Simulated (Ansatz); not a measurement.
# Ti: response to strain

The reference is Ti (space group P6/mmm, No. 191; a = 4.5682 Å, c = 2.8264 Å; a cell from a computed database, its experimental status unchecked; relaxed with 0.1 eV smearing). Axes: x lies along a and z along c of the hexagonal cell.

Strains are applied to the cell and any free atomic positions relax.

Calculations: r2SCAN/PAW in Ansatz (a quantum-chemistry and plane-wave program), scalar-relativistic without spin-orbit coupling, earlier PAW set.

Notes on the quantities. energy relative to the base: free energy F.

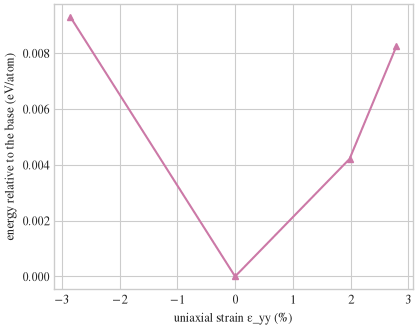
Energy relative to the base against uniaxial strain ε_yy

```tsv
uniaxial strain ε_yy (%)	energy relative to the base
-2.85	+9.3 meV/atom
1.98	+4.2 meV/atom
2.79	+8.2 meV/atom
```

Whether these cells are dynamically stable was not tested. The final runs are not spin-polarised. This is not the structure that Ti has at room temperature and ambient pressure.
